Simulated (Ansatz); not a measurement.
Species, as SMILES: S (H2S).
Geometry (B3LYP-D3(BJ)/def2-TZVP, fixed):
```
S
H 1 1.3426
H 1 1.3426 2 92.55
```
Charge 0, spin multiplicity 1.

Basis-set convergence of the dipole moment at HF with Ansatz (an electronic-structure program). Dipoles come from the density behind the forces; the sign is taken along the dipole that this method gives in the largest set. Cartesian d functions, on some or all atoms, in 6-31G**; all else is spherical. The program fits the integrals of some runs and decomposes those of others, by size. No added dispersion term, no relativity. Reference: the value in aug-pcseg-3, 1.066 D, itself unsure by roughly 0.005 D (its mean distance from aug-cc-pV(Q+d)Z, def2-QZVPPD). Deviations are taken from unrounded values.

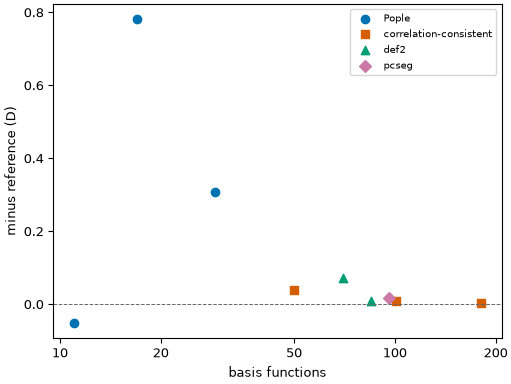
*Deviation from the reference against the number of basis functions, by family of sets.*

| basis | functions | dipole moment (D) | minus reference (D) |
|---|---|---|---|
| STO-3G | 11 | 1.015 | -0.051 |
| 6-31G | 17 | 1.847 | 0.781 |
| 6-31G** | 29 | 1.374 | 0.308 |
| aug-cc-pV(D+d)Z | 50 | 1.105 | 0.040 |
| def2-TZVPP | 70 | 1.138 | 0.073 |
| def2-TZVPPD | 85 | 1.074 | 0.008 |
| aug-pcseg-2 | 96 | 1.082 | 0.016 |
| aug-cc-pV(T+d)Z | 101 | 1.076 | 0.010 |
| aug-cc-pV(Q+d)Z | 181 | 1.070 | 0.005 |
